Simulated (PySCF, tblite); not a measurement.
# C6H8OSi− (doublet): geometry, infrared bands and EPR parameters

Wanted: the infrared bands and EPR parameters of C6H8OSi− (doublet) (`[H]/[C-]=[C]/C(=C\C=C)O[SiH3]`), by calculation.

The runs use tblite 0.8.0 and PySCF 2.14.0, with density-fitted response routines of our own; the level of theory stands in each step. All values are computed, except where a source is named. Atoms are numbered from 0 throughout.

## (1) The starting structure

16 atoms, charge -1, multiplicity 2; geometry from: force field or distance geometry start.

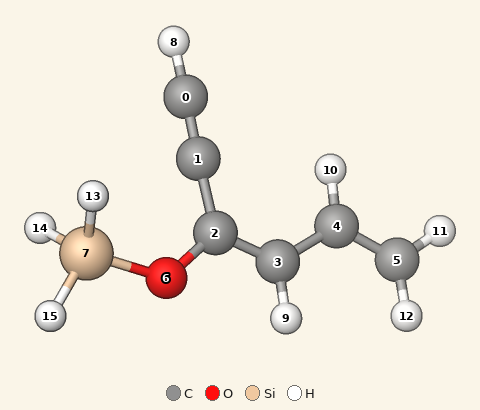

The starting geometry (carbon grey, oxygen red, silicon light orange, hydrogen white), atoms numbered.

## (2) Geometry optimisation with GFN2-xTB

Job settings and geometry (Å):

```
{"job": {"kind": "relax", "xc": "GFN2-xTB", "basis": "xTB"}, "charge": -1, "multiplicity": 2}
C     -1.098300     2.226100     0.400500
C     -0.741700     1.113000     0.166200
C     -0.283900    -0.230100    -0.089300
C      1.015200    -0.514200    -0.201100
C      2.131900     0.388200    -0.049200
C      3.403100    -0.001000    -0.176100
O     -1.191200    -1.275600    -0.266400
Si    -2.836300    -1.137600    -0.177300
H     -1.429400     3.219400     0.602300
H      1.271100    -1.560600    -0.394100
H      1.922200     1.435500     0.147800
H      4.211300     0.714500    -0.062200
H      3.678400    -1.028700    -0.368300
H     -3.256500    -0.665400     1.159000
H     -3.343800    -0.202000    -1.224100
H     -3.459700    -2.472800    -0.401900
```

Run with:

```
> OMP_NUM_THREADS=1 python probes_run.py task.json out
```

The driver reads the jobs from task.json and runs them one after another.

What it wrote:

```text
step      E/eV     max force
  0    -620.66828    4.339
  1    -620.59215    7.641
  2    -620.95304    1.566
  3    -620.98039    1.064
  4    -621.00481    0.366
  5    -621.01598    0.321
  6    -621.03166    0.340
  7    -621.03935    0.269
  8    -621.04980    0.259
  9    -621.06006    0.303
 10    -621.06950    0.308
 11    -621.07520    0.230
 12    -621.07945    0.196
 13    -621.08405    0.263
 14    -621.08944    0.256
 15    -621.09323    0.170
 16    -621.09486    0.077
 17    -621.09571    0.078
 18    -621.09662    0.099
 19    -621.09756    0.097
 20    -621.09836    0.067
 21    -621.09903    0.079
 22    -621.09976    0.088
 23    -621.10053    0.072
 24    -621.10115    0.054
 25    -621.10152    0.045
 26    -621.10176    0.040
 27    -621.10201    0.044
 28    -621.10231    0.050
 29    -621.10260    0.054
 30    -621.10290    0.048
 31    -621.10327    0.055
 32    -621.10377    0.063
 33    -621.10446    0.082
 34    -621.10540    0.116
 35    -621.10672    0.131
 36    -621.10870    0.158
 37    -621.11158    0.163
 38    -621.11470    0.170
 39    -621.11730    0.125
 40    -621.11882    0.096
 41    -621.11898    0.248
 42    -621.12096    0.086
 43    -621.12189    0.075
 44    -621.12284    0.061
 45    -621.12322    0.045
 46    -621.12351    0.037
 47    -621.12368    0.030
 48    -621.12379    0.024
 49    -621.12384    0.016
 50    -621.12388    0.015
 51    -621.12392    0.012
 52    -621.12396    0.014
 53    -621.12398    0.013
 54    -621.12401    0.010
```

Wall time 0.6 s (1 thread of Arm Neoverse N1, shared host); peak memory 0.18 GiB.

Relaxation path: (not every step is listed) (the energy doesn't fall at every step)

```tsv
step	energy from step 0 (eV)	largest force (eV/Å)
0	0.0000	4.3388
1	0.0761	7.6407
2	-0.2848	1.5659
3	-0.3121	1.0636
4	-0.3365	0.3662
5	-0.3477	0.3210
6	-0.3634	0.3400
7	-0.3711	0.2695
8	-0.3815	0.2585
12	-0.4112	0.1961
16	-0.4266	0.0765
20	-0.4301	0.0669
24	-0.4329	0.0539
28	-0.4340	0.0500
32	-0.4355	0.0625
36	-0.4404	0.1580
40	-0.4505	0.0961
44	-0.4546	0.0608
48	-0.4555	0.0242
49	-0.4556	0.0159
50	-0.4556	0.0146
51	-0.4556	0.0124
52	-0.4557	0.0142
53	-0.4557	0.0131
54	-0.4557	0.0098
```

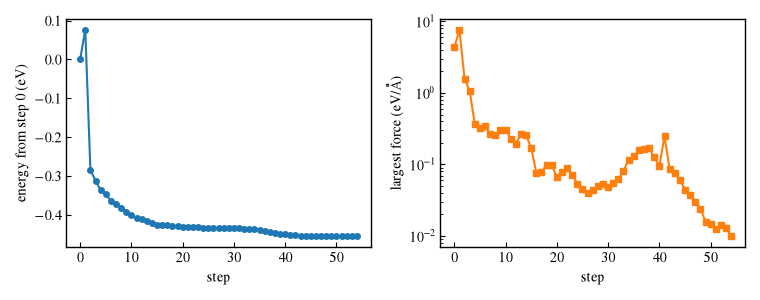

Energy and largest force along the relaxation.

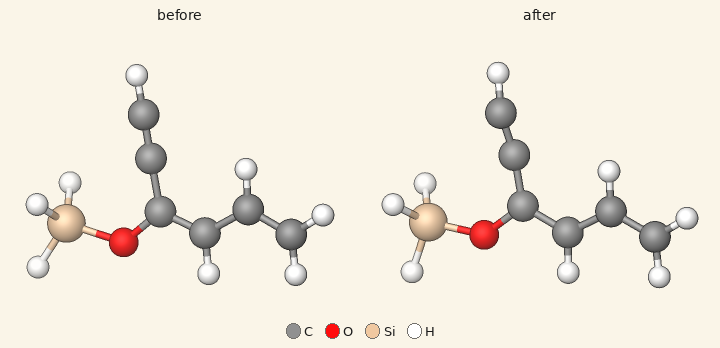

Before and after, at one scale.

Close pairs (by a distance rule), those that changed most:

```tsv
bond	before (Å)	after (Å)	change (Å)
C1–C2	1.442	1.373	-0.069
C2–C3	1.334	1.402	+0.067
O6–Si7	1.653	1.586	-0.067
C3–C4	1.444	1.396	-0.048
C0–C1	1.192	1.227	+0.035
C4–C5	1.335	1.367	+0.032
Si7–H15	1.491	1.467	-0.024
Si7–H14	1.493	1.477	-0.016
```

The next job starts from the end point, and lists it.

## (3) Infrared spectrum with GFN2-xTB

Job settings and geometry (Å):

```
{"job": {"kind": "ir", "xc": "GFN2-xTB", "basis": "xTB"}, "charge": -1, "multiplicity": 2}
C     -1.160508     2.254382     0.602256
C     -0.725729     1.198413     0.153044
C     -0.288998    -0.085397    -0.063238
C      1.043857    -0.500095    -0.191900
C      2.159800     0.329572    -0.070622
C      3.464256    -0.062297    -0.187378
O     -1.257541    -1.096195    -0.232479
Si    -2.842486    -1.115553    -0.175744
H     -1.503526     3.246761     0.472849
H      1.198168    -1.554203    -0.393823
H      1.957361     1.377836     0.133616
H      4.281171     0.634036    -0.080304
H      3.728135    -1.089438    -0.388536
H     -3.433989    -0.720840     1.117042
H     -3.513804    -0.275708    -1.188764
H     -3.113765    -2.532331    -0.440286
```

What it wrote:

```text
mode    cm-1     km/mol
  1      33.5      0.21
  2      94.1      0.37
  3     106.6      0.79
  4     125.8      0.41
  5     152.6      0.43
  6     192.1      0.60
  7     233.9      0.21
  8     281.9     20.31
  9     356.6      7.71
 10     389.6     41.27
 11     400.0     26.72
 12     482.0    112.85
 13     531.0      6.54
 14     560.3     12.86
 15     566.9     14.32
 16     585.4     78.27
 17     629.7     32.43
 18     689.4     54.35
 19     732.7      1.11
 20     755.7    236.25
 21     759.8     95.47
 22     827.9    186.98
 23     864.9    335.17
 24     952.3     37.56
 25     959.8      9.13
 26    1014.4     75.16
 27    1159.4    288.62
 28    1243.2      3.63
 29    1267.9     14.90
 30    1312.0     21.85
 31    1407.2     60.29
 32    1483.5      2.49
 33    1603.0    167.12
 34    2083.6    532.51
 35    2094.1    144.44
 36    2141.9    543.55
 37    2213.6    409.41
 38    2994.8     51.46
 39    3023.0     87.36
 40    3057.5    137.27
 41    3067.0    217.80
 42    3252.0     82.10
```

It took 0.87 s on 1 thread of Arm Neoverse N1, shared host; peak memory 0.18 GiB.

The strongest bands and the atoms that carry them (share of the mass-weighted mode):

```tsv
cm⁻¹	km/mol	atoms
756	236.2	H15 60 %, H14 18 %, H13 16 %
828	187.0	H15 31 %, H13 25 %, H14 25 %
865	335.2	H14 43 %, H13 42 %
1159	288.6	O6 52 %, C2 23 %
2084	532.5	H14 63 %, H13 32 %
2142	543.5	H13 54 %, H14 30 %
2214	409.4	H15 92 %
3067	217.8	H11 54 %, H12 34 %
```

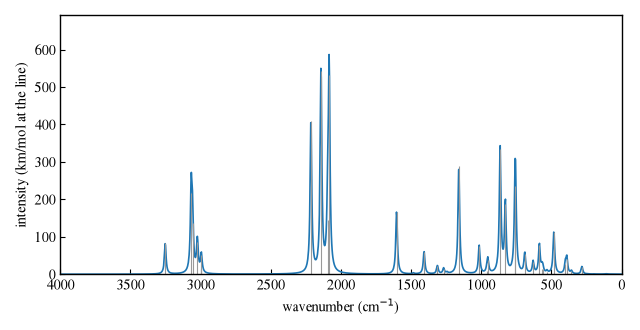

The infrared spectrum from these modes, unscaled. Lines are broadened to a width of 14 cm⁻¹ (Lorentzian).

## (4) EPR parameters: B3LYP/pcH-1

Same as in step 3 but for these lines:

```diff
@@ -1,2 +1,2 @@
-{"job": {"kind": "ir", "xc": "GFN2-xTB", "basis": "xTB"}, "charge": -1, "multiplicity": 2}
+{"job": {"kind": "epr", "basis": "pcH-1"}, "charge": -1, "multiplicity": 2}
 C     -1.160508     2.254382     0.602256
```

Method: UKS B3LYP, pcH-1 on C H O Si, non-relativistic, mean-field spin-orbit, GIAO.

What it wrote:

```text
UKS, coarse grid
  cycle   1  E = -597.94932041  |g| = 6.24e-01
  cycle   2  E = -597.73892094  |g| = 9.63e-01
  cycle   3  E = -598.10897714  |g| = 1.67e-01
  cycle   4  E = -598.11917014  |g| = 6.73e-02
  cycle   5  E = -598.12057276  |g| = 4.39e-02
  cycle   6  E = -598.12157594  |g| = 6.67e-03
  cycle   7  E = -598.12160333  |g| = 3.49e-03
  cycle   8  E = -598.12161407  |g| = 1.49e-03
  cycle   9  E = -598.12161835  |g| = 9.54e-04
UKS, final grid
  cycle   1  E = -598.12165676  |g| = 1.65e-03
  cycle   2  E = -598.12165206  |g| = 3.22e-03
  cycle   3  E = -598.12165851  |g| = 3.94e-04
  cycle   4  E = -598.12165859  |g| = 1.22e-04
  cycle   5  E = -598.12165861  |g| = 8.05e-05
  cycle   6  E = -598.12165862  |g| = 3.43e-05
  cycle   7  E = -598.12165862  |g| = 7.17e-06
E = -598.12165862 Eh   <S^2> = 0.7636 (exact 0.7500)
g shifts (ppm)      1          2          3
  rmc          -149       -149       -149
  gc             30          2         15
  oz_so        -300          6        910
  total        -419       -141        775
hyperfine (MHz)  atom isotope    a_iso     a_fc   dipolar eigenvalues
    0   13C      65.83      65.91    -23.42    -18.91     42.32
    1   13C     -17.01     -16.98     -8.75     -0.70      9.44
    2   13C      10.66      10.69    -20.05    -18.52     38.58
    3   13C      13.28      13.31    -21.01    -20.07     41.08
    4   13C     -19.06     -19.06     -3.27      0.16      3.11
    5   13C      28.98      29.02    -28.66    -27.80     56.46
    6   17O       0.93       0.92     -5.78      2.43      3.35
    7  29Si       0.14       0.12     -1.06      0.33      0.73
    8    1H      16.09      16.10    -11.10      0.07     11.03
    9    1H     -16.22     -16.23     -8.74     -1.65     10.39
   10    1H       1.63       1.63     -3.65      0.95      2.70
   11    1H     -23.21     -23.21    -14.37      0.56     13.81
   12    1H     -21.94     -21.94    -12.50     -0.20     12.70
   13    1H       2.03       2.03     -1.02     -0.51      1.53
   14    1H       0.60       0.60     -0.98     -0.50      1.48
   15    1H      -0.88      -0.88     -0.74     -0.56      1.30
```

Run time: 2.6 min. Hardware: 1 thread of Arm Neoverse N1, shared host; peak memory 1.1 GiB.

Principal g values 2.00190, 2.00218, 2.00309; g(iso) = 2.00239, against 2.00232 for a free electron.

Hyperfine couplings; where a row names several nuclei, a(iso) is their mean (it holds for fast rotation or exchange) and the dipolar term the largest among them:

```tsv
nuclei	isotope	a(iso) (MHz)	a(iso) (G, at g = 2.0023)	largest dipolar term (MHz)
C0	13C	65.8	23.5	42.3
C5	13C	29.0	10.3	56.5
H11	1H	-23.2	-8.3	-14.4
H12	1H	-21.9	-7.8	12.7
C4	13C	-19.1	-6.8	-3.3
C1	13C	-17.0	-6.1	9.4
H9	1H	-16.2	-5.8	10.4
H8	1H	16.1	5.7	-11.1
C3	13C	13.3	4.7	41.1
C2	13C	10.7	3.8	38.6
H10	1H	1.6	0.6	-3.7
O6	17O	0.9	0.3	-5.8
H13, H14, H15	1H	0.6	0.2	1.5
Si7	29Si	0.1	0.0	-1.1
```

Mulliken spin populations:

C0 0.30; C1 -0.01; C2 0.17; C3 0.25; C4 -0.07; C5 0.38; O6 0.00; Si7 0.01; H8 0.01; H9 -0.01; H10 0.00; H11 -0.02; H12 -0.02; H13 0.00; H14 0.00; H15 0.00

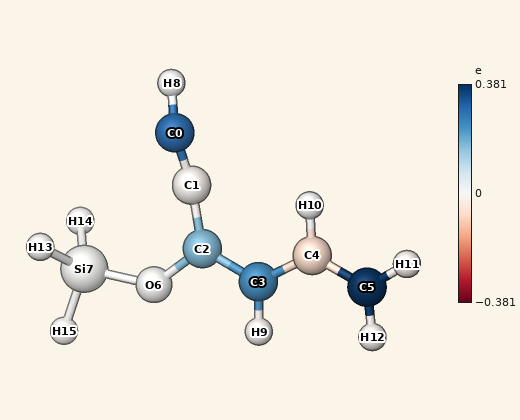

Mulliken spin populations, as colours on the atoms.

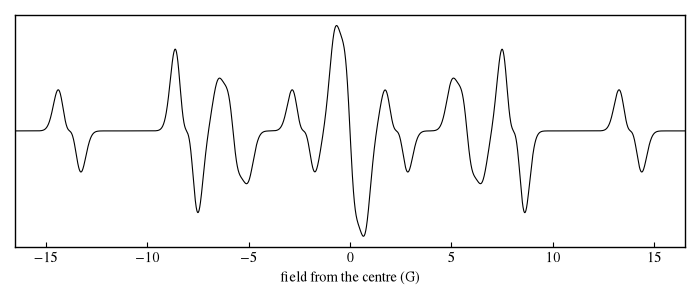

First-order isotropic spectrum (first derivative, main isotopes with spin only, couplings over 0.8 MHz, Gaussian width 0.3 G; couplings of the frozen geometry, rotation of groups not averaged beyond the rows shown).

The fields below are evaluated on a grid from the run's orbitals.

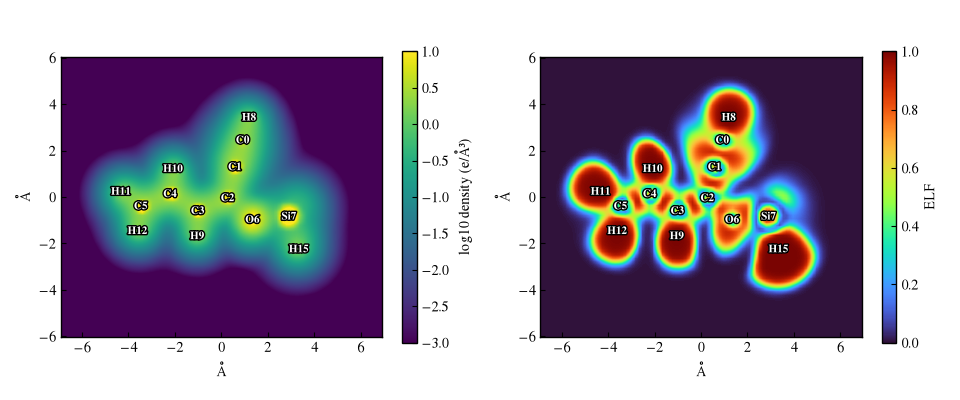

Density (left) and ELF (right) in a plane through or near 14 of the atoms.

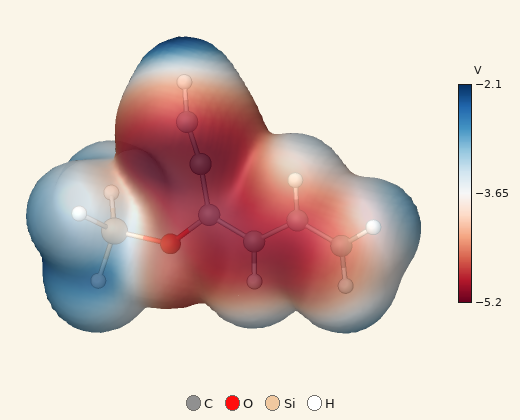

The potential that a unit positive charge feels on the 0.002 e/bohr³ surface, from -5.20 V near C0 to -2.10 V near H13.

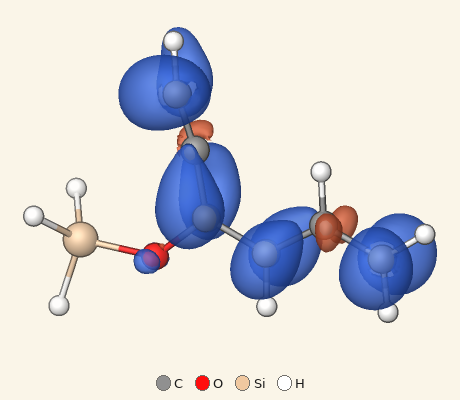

Spin density at ±0.02 e/Å³ (alpha excess blue, beta excess red).

## (5) What came out

```
                                 quantity                  value
strongest single infrared mode (GFN2-xTB)  2142 cm⁻¹, 544 km/mol
             zero-point energy (GFN2-xTB)          66.7 kcal/mol
                           g(iso) (B3LYP)                2.00239
                                     ⟨S²⟩     0.764 (exact 0.75)
       largest a(iso) (averaged by class)    13C on C0, 65.8 MHz
```

In words: The optimisation took 54 steps and gained 0.456 eV; among the close pairs (by a distance rule), C1–C2 changed most, from 1.442 to 1.373 Å. All 42 modes are real, so the xTB geometry is a minimum. The strongest single mode, at 2142 cm⁻¹, moves mainly H13 and H14. GFN2-xTB is a fitted tight-binding method: band positions and strengths are rough. Its intensities can rank the bands wrongly. The largest spin populations lie on C5 (0.38 e), C0 (0.30 e). The isotropic g lies 0.1 ppt above the free-electron value. The records flag this anion as possibly unbound in the gas phase, so the basis may hold the extra electron. These values are for one conformer; the search (at its own cheap level) found 1 more, at 0.90 kcal/mol, and measured spectra average over such forms.
